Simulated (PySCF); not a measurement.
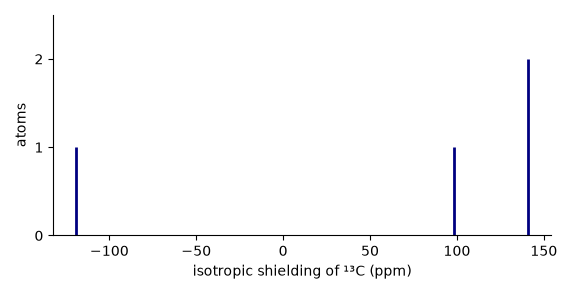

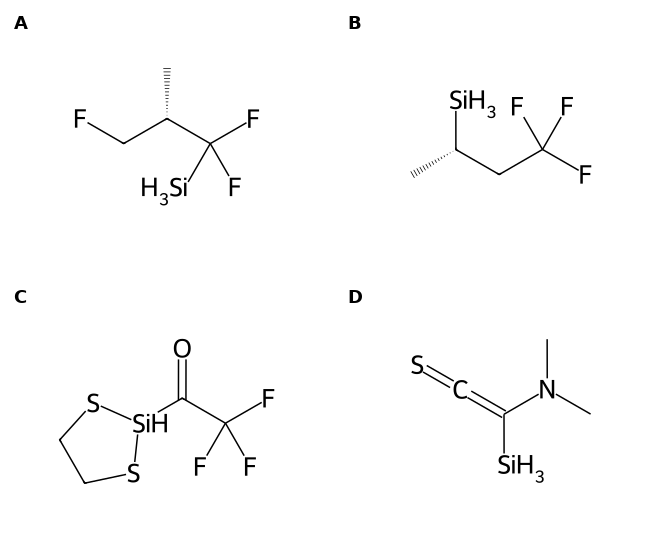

The sticks are computed shieldings of one of the molecules, for one fixed geometry (GFN2-xTB) without averaging over rotations. Low shielding means a high chemical shift. Method: GIAO PBE0/pcSseg-1 NMR shielding, non-relativistic, gas phase (PySCF 2.14.0).

Which molecule gives this pattern?

Answer. D, `CN(C)C([SiH3])=C=S`. Its 4 C atoms give lines at −119.3, 98.1, 141.1 (2 atoms) ppm.

The geometry is semi-empirical. Around Si such bond lengths and angles can be off by a tenth of an ångström or more and by several degrees, and values that hang on the shape move with them.
